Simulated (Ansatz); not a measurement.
**CH4OSeSi: rigid scan of one bond length from a Python script**

How does the energy of CH4OSeSi change as one bond is stretched? Wanted for CH4OSeSi: a rigid scan of one bond length. SMILES: OC1[SiH2][Se]1.

Computed with the Python package of Ansatz 0.2.0. Level of theory: Hartree-Fock/def2-SVP.

### 1 Starting point

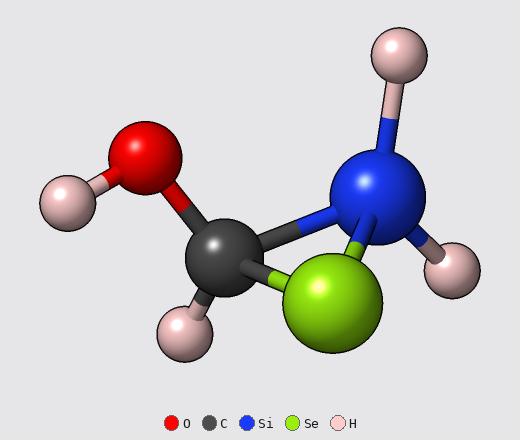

The starting structure, viewed from a chosen angle; oxygen red, carbon dark grey, silicon blue, selenium green, hydrogen pink.

The script reads ch4osesi.xyz:

```xyz
8

O    -0.03310    0.99230   -1.18170
C    -0.55740    0.22080   -0.16230
Si    0.69360   -0.92610    0.42500
Se   -0.04700    0.94180    1.57760
H    -0.74360    1.76160   -1.29310
H    -1.57490   -0.17740   -0.29750
H     0.24010   -2.19500    0.97870
H     2.11450   -0.67510   -0.10250
```

### 2 The code

Contents of scan_ch4osesi.py:

```python
# -*- coding: utf-8 -*-
"""Potential curve of CH4OSeSi along one bond."""

import ansatz
import numpy as np

geometry = ansatz.Crystal.molecule_from_extxyz("ch4osesi.xyz")

symbols = [site.symbol for site in geometry.cartesian_sites]
start = np.array([site.position_ang for site in geometry.cartesian_sites])
axis = (start[7] - start[2]) / np.linalg.norm(start[7] - start[2])
moving = [7]
lengths, energies = [1.352, 1.413, 1.475, 1.536, 1.598, 1.659, 1.721, 1.813], []
for length in lengths:
    xyz = start.copy()
    xyz[moving] += (length - np.linalg.norm(start[7] - start[2])) * axis
    point = ansatz.Crystal.molecule()
    for symbol, xyz in zip(symbols, xyz):
        point = point.atom(symbol, xyz.tolist())
    job = (
        point.calculation()
        .basis(gaussian="def2-SVP")
        .functional("HF")
    )
    r = job.run(threads=1, backend="cpu").report
    energies.append(r["free_energy_ev"])
    print(f"r = {length:6.3f} A  E = {energies[-1]:.5f} eV  <S^2> = {abs(r['mean_field']['state']['spin_squared']):.3f}")

# quartic fit about the minimum
fit = np.polynomial.Polynomial.fit(lengths, np.array(energies) - min(energies), 4).convert()
roots = [r.real for r in fit.deriv().roots() if abs(r.imag) < 1e-9 and fit.deriv(2)(r.real) > 0]
r_e = min(roots, key=lambda r: abs(r - lengths[int(np.argmin(energies))]))
print(f"minimum of the fit at {r_e:.4f} A, force constant {fit.deriv(2)(r_e):.2f} eV/A^2")
```

### 3 The calls as engine input

The package turns the script's settings into the engine's input (first run):

```yaml
crystal:
  periodic: [false, false, false]
  atoms:
    - { symbol: O, position_ang: [-0.0331, 0.9923, -1.1817] }
    - { symbol: C, position_ang: [-0.5574, 0.2208, -0.1623] }
    - { symbol: Si, position_ang: [0.6936, -0.9261, 0.425] }
    - { symbol: Se, position_ang: [-0.047, 0.9418, 1.5776] }
    - { symbol: H, position_ang: [-0.7436, 1.7616, -1.2931] }
    - { symbol: H, position_ang: [-1.5749, -0.1774, -0.2975] }
    - { symbol: H, position_ang: [0.2401, -2.195, 0.9787] }
    - { symbol: H, position_ang: [1.9440447551183737, -0.7052106808820383, -0.03921958499890356] }
basis:
  gaussian:
    orbitals: def2-SVP
hamiltonian:
  xc: hf
```

### 4 Running it

Command:

```sh
$ python scan_ch4osesi.py
```

Log:

```text
r =  1.352 A  E = -76281.64813 eV  <S^2> = 0.000
r =  1.413 A  E = -76281.77447 eV  <S^2> = 0.000
r =  1.475 A  E = -76281.80266 eV  <S^2> = 0.000
r =  1.536 A  E = -76281.75430 eV  <S^2> = 0.000
r =  1.598 A  E = -76281.64616 eV  <S^2> = 0.000
r =  1.659 A  E = -76281.49593 eV  <S^2> = 0.000
r =  1.721 A  E = -76281.31008 eV  <S^2> = 0.000
r =  1.813 A  E = -76280.99149 eV  <S^2> = 0.000
minimum of the fit at 1.4642 A, force constant 21.23 eV/A^2
```

It took 9.2 s on 1 thread of Arm Neoverse V2, shared host; peak memory 0.25 GiB.

### 5 Inputs of later runs

The engine's inputs for some of the other runs:

Run 3, against run 1:

```diff
@@ -11 +11 @@
-    - { symbol: H, position_ang: [1.9440447551183737, -0.7052106808820383, -0.03921958499890356] }
+    - { symbol: H, position_ang: [2.0578056315085806, -0.6851149809918687, -0.08145257978800498] }
```

Run 7, against run 1:

```diff
@@ -11 +11 @@
-    - { symbol: H, position_ang: [1.9440447551183737, -0.7052106808820383, -0.03921958499890356] }
+    - { symbol: H, position_ang: [2.285327384288995, -0.6449235812115296, -0.16591856936620783] }
```

Run 8, against run 1:

```diff
@@ -11 +11 @@
-    - { symbol: H, position_ang: [1.9440447551183737, -0.7052106808820383, -0.03921958499890356] }
+    - { symbol: H, position_ang: [2.370416820288174, -0.6298926512123784, -0.1975074760377308] }
```

Lines on the test bed's own set-up are left out of the output.

A comment line of the script is reworded here; the code is as run.

### 6 What each run gave

The 8 runs, in the order started:

```tsv
run	distance (Å)	energy from run 3 (eV)	SCF cycles	CPU time (s)
1	1.35	0.1545	11	1.1
2	1.41	0.0282	11	1.1
3	1.48	0.0000	11	1.1
4	1.54	0.0484	11	1.1
5	1.60	0.1565	11	1.1
6	1.66	0.3067	11	1.1
7	1.72	0.4926	11	1.1
8	1.81	0.8112	11	1.1
```

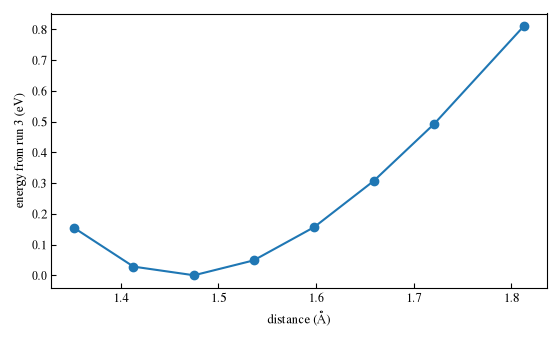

Energy against distance; lines join the points.

### 7 Summary of results

| quantity | value |
| --- | --- |
| bond length at the fit's minimum | 1.4642 Å |
| runs compared | 8 |
| range of energy | 0.811 eV |
| lowest point, distance (Å) | 1.48 |

**Reading.** The curve has its lowest point inside the range, at 1.48. The ends stand 0.155 and 0.811 eV above it. The distance scanned is the script's pair 2, 7. Caveats:
- The rest of the molecule is held rigid at a force-field or estimated start geometry, and the basis set is modest; single-reference methods fail as a bond breaks.
- The orbitals are restricted, so S² is zero by construction.
